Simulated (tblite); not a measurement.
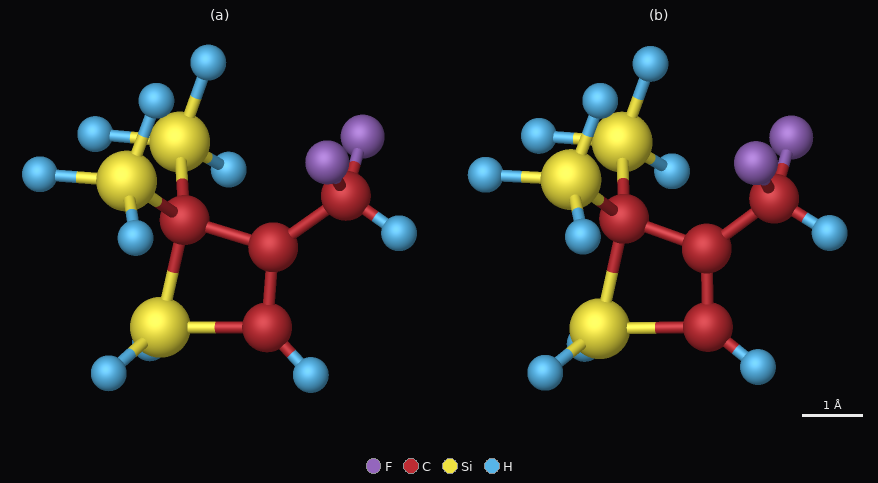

The structure of C4H10F2Si3 before (left) and after (right) a relaxation, at one scale.

Style: ball-and-stick. Shown at a tilt.

The calculation used GFN2-xTB geometry optimisation, gas phase (tblite 0.8.0). 

Question: Summarise the run.

Answer: Over 47 geometry steps the energy falls by 12.7 kcal/mol. An H atom moves most after the best rigid fit: 0.20 Å. By element the largest moves are H 0.20 Å, C 0.19 Å, F 0.18 Å, Si 0.10 Å. Some distances before and after: C–C 1.583 → 1.491 Å, C–Si 1.980 → 1.907 Å, C–Si 1.907 → 1.951 Å, C–C 1.378 → 1.340 Å. Among the angles between lasting bonds that change: Si–C–H 131.2° → 139.6°, C–C–C 99.4° → 107.4°, H–Si–H 116.8° → 112.4°.
